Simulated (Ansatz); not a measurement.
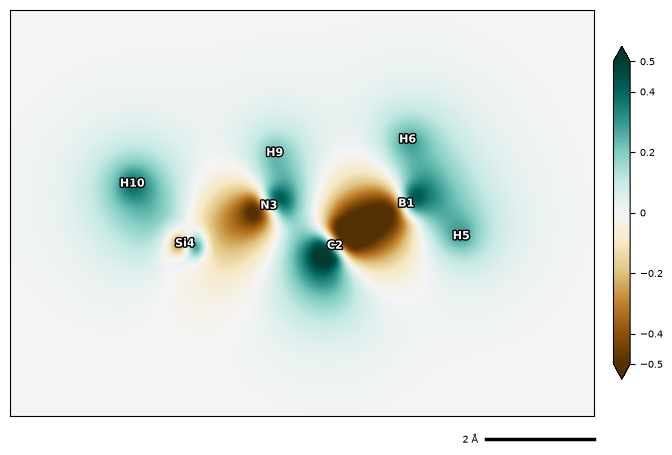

CH₈BNSi. The HOMO−1 on the plane of atoms B1, C2 and N3 (values in Å⁻³ᐟ²; the overall sign is arbitrary).

Geometry: PBE0-D4/def2-TZVP.

The calculation used RKS PBE0-D4/def2-TZVPP in Ansatz.

Input

```
crystal:
  periodic: [false, false, false]
  atoms:
    - {symbol: B, position_ang: [-1.975172, 0.710161, 0.637604]}
    - {symbol: C, position_ang: [-0.774263, 0.296206, -0.241155]}
    - {symbol: N, position_ang: [0.448339, -0.095918, 0.416934]}
    - {symbol: Si, position_ang: [1.856084, -0.644130, -0.390345]}
    - {symbol: H, position_ang: [-2.971536, 1.099405, 0.102467]}
    - {symbol: H, position_ang: [-1.944642, 0.619679, 1.833398]}
    - {symbol: H, position_ang: [-0.596402, 1.105909, -0.969051]}
    - {symbol: H, position_ang: [-1.196499, -0.512470, -0.877437]}
    - {symbol: H, position_ang: [0.363395, -0.225765, 1.410589]}
    - {symbol: H, position_ang: [2.888498, -0.898330, 0.647296]}
    - {symbol: H, position_ang: [1.641676, -1.894027, -1.180472]}
    - {symbol: H, position_ang: [2.337423, 0.384080, -1.355730]}
basis:
  gaussian: {orbitals: def2-TZVPP}
hamiltonian: {xc: pbe0, dispersion: d4}
output: {orbitals: {seedname: orbitals}}
```

Launched as:

```sh
ansatz run in.yaml --threads 2 --pin off --events-out ev --progress --plain --max-ram 4352MiB
```

> What is the character of this orbital?

Its weight (Hirshfeld) is mainly on C2 (about 30 %), B1 (about 20 %), N3 (about 10 %), Si4 (about 10 %) and H10 (about 5 %). Its energy is −9.16 eV.
